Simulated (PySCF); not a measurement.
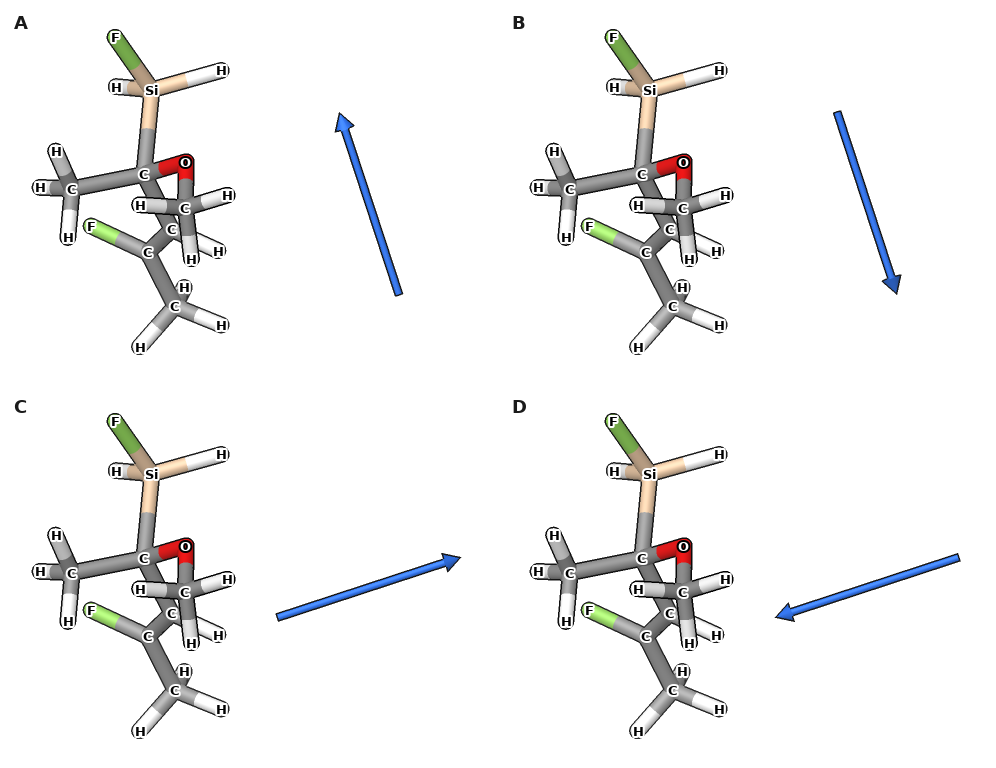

The same molecule four times, each with an arrow. The geometry was computed by an optimisation with GFN2-xTB. No frequency run is at hand to confirm it as a minimum. Method: PBE0/pcSseg-1, gas phase (PySCF 2.14.0).

Question: Which arrow points along the dipole moment, from the negative to the positive end?

Answer: B. The dipole moment is 3.55 D.

The geometry is semi-empirical. Around Si such bond lengths and angles can be off by a tenth of an ångström or more and by several degrees, and values that hang on the shape move with them.
